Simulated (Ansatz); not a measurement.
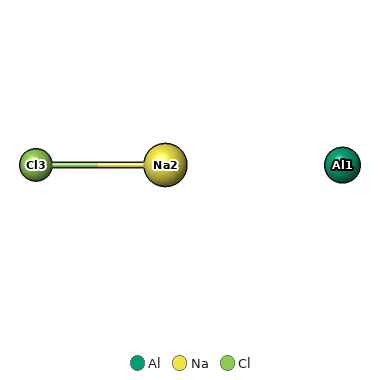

The system is Al + NaCl, spin multiplicity 2; the picture shows the reference structure. The first coordinate is: distance Al1–Na2; the second: distance Na2–Cl3. Nothing is relaxed (the angle Al1–Na2–Cl3 is fixed at 180 degrees). The scan uses a 9 × 9 grid. Points are written as (first, second). Energies are in kcal/mol, from Al far from the relaxed NaCl (each part in its own basis). Method: UKS PBE0-D4/def2-SVPD in Ansatz 0.2.0.

Its coordinates:

```xyz
3

Al   -3.3820    0.0000    0.0000
Na    0.0000    0.0000    0.0000
Cl    2.4740    0.0000    0.0000
```

Range: distance Al1–Na2 from 2.296 to 4.296 Å; distance Na2–Cl3 from 2.144 to 4.144 Å.

> Predict the map.

The lowest grid point is at (3.382 Å, 2.474 Å), −9.7 kcal/mol from Al far from the relaxed NaCl (each part in its own basis). It is the only kind of minimum in the scanned range. The highest grid point, (2.296 Å, 4.144 Å), lies 70.7 kcal/mol above the lowest.

| distance Na2–Cl3 ↓, distance Al1–Na2 → | 2.296 | 2.430 | 2.626 | 2.855 | 3.108 | 3.382 | 3.672 | 3.977 | 4.296 |
| --- | --- | --- | --- | --- | --- | --- | --- | --- | --- |
| 4.144 | 61.0 | 50.9 | 41.4 | 35.3 | 32.2 | 30.6 | 30.4 | 31.8 | 33.8 |
| 3.825 | 55.3 | 45.0 | 35.1 | 28.8 | 25.6 | 24.0 | 23.5 | 24.9 | 26.8 |
| 3.520 | 48.2 | 37.7 | 27.8 | 21.5 | 18.3 | 16.9 | 16.1 | 17.3 | 19.1 |
| 3.230 | 40.3 | 29.8 | 19.9 | 13.5 | 10.4 | 9.4 | 9.0 | 9.6 | 11.2 |
| 2.956 | 32.3 | 21.8 | 11.9 | 5.6 | 2.4 | 1.4 | 1.7 | 2.6 | 4.1 |
| 2.703 | 25.4 | 14.9 | 5.0 | −1.4 | −4.5 | −5.5 | −5.2 | −4.2 | −2.8 |
| 2.474 | 21.4 | 10.9 | 0.9 | −5.5 | −8.7 | −9.7 | −9.4 | −8.4 | −7.0 |
| 2.278 | 22.3 | 11.8 | 1.9 | −4.5 | −7.8 | −8.8 | −8.5 | −7.6 | −6.3 |
| 2.144 | 27.6 | 17.3 | 7.3 | 0.9 | −2.4 | −3.4 | −3.2 | −2.3 | −1.1 |

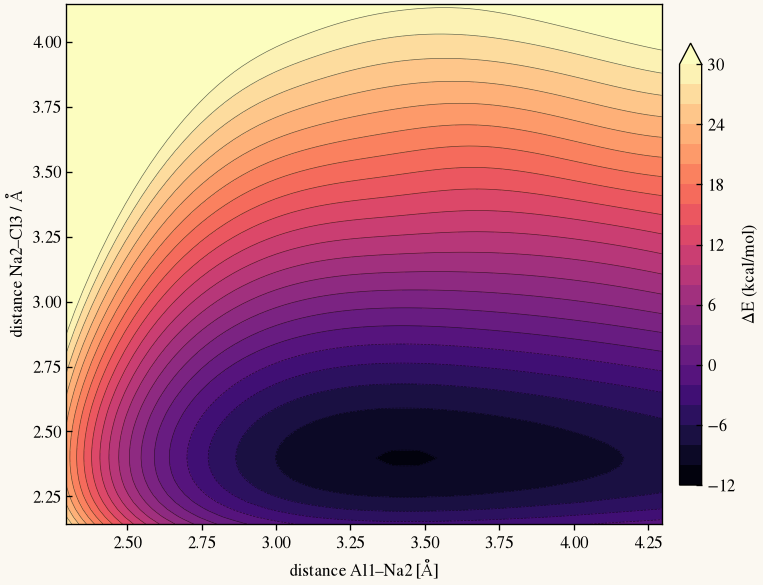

The picture shows filled contours, one colour for all values above the top of the scale. Between grid points the surface is interpolated.

The whole map (81 points run) took 25 min on 1 thread of Arm Neoverse V2, on a shared host.
